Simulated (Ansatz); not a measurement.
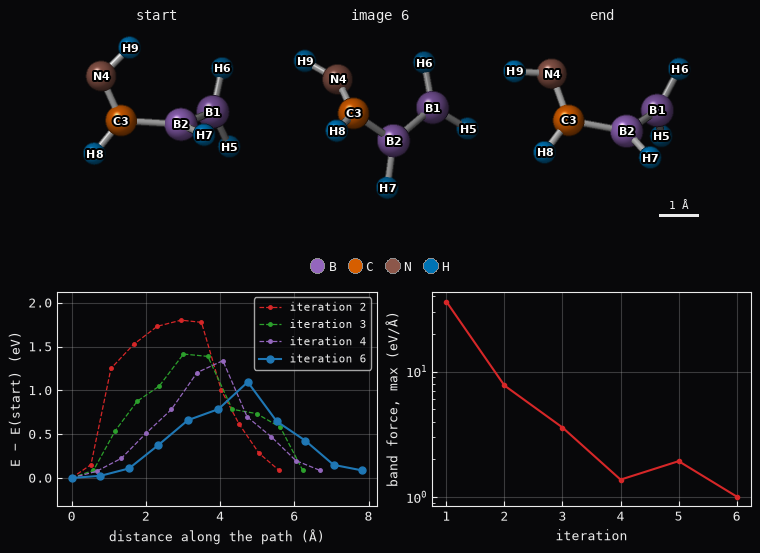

A nudged-elastic-band calculation for CH$_{5}$B$_{2}$N. Images are numbered from 0 (start) to 10 (end). The plot follows the band through its iterations. The picture is a ball-and-stick view, seen at a tilt.

These are results of RKS PBE/cc-pVDZ in Ansatz 0.2.0, not measurements. Settings: 9 movable images; climbing image; force threshold 0.05 eV/Å; iteration limit 6; starting path through a guess of the saddle point.

Q: How did the profile develop, and is the result final?

A: The result isn't final. The band hadn't converged when the run stopped after 6 iterations. The largest component of the band force went from 36 to 1 eV/Å. The barrier read from it is provisional: over the last two iterations the highest image moved from 1.34 eV to 1.10 eV. The iteration limit was low. The first iteration put the highest image at 8.23 eV. The energy climbs by 1.10 eV to image 6 and then falls by 1.01 eV, so the end point sits at +0.09 eV.
